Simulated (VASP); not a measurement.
Band structure of LuHg (space group Pm-3m). These are PBEsol GGA, VASP's PBE PAW potentials (set 64) (plane waves; VASP) values and carry that method's errors.

Unless said otherwise, spin-orbit coupling is left out, though it shifts the bands of the heavy elements here.

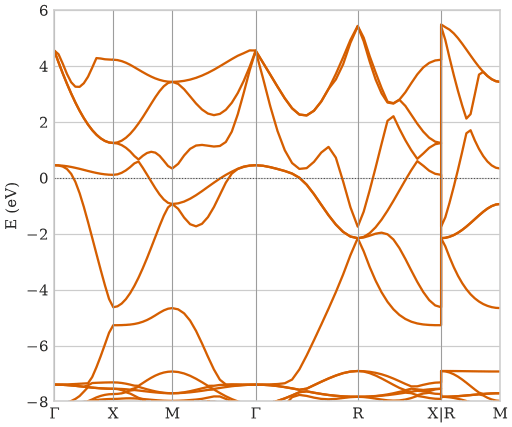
Figure: Bands along high-symmetry lines, zero at the valence-band maximum or, without a gap, the Fermi level

Question: Read the plot: is there a gap, and where are the band edges?

Answer: It has no gap at this level: it comes out as a metal or semimetal. (Edges off the drawn lines would not show.)

The structure comes from a measured LuHg entry (Pm-3m) of the Crystallography Open Database, whose conditions weren't checked. It was relaxed first. The electron count is odd and the run is not spin-polarised, which forces a metal.
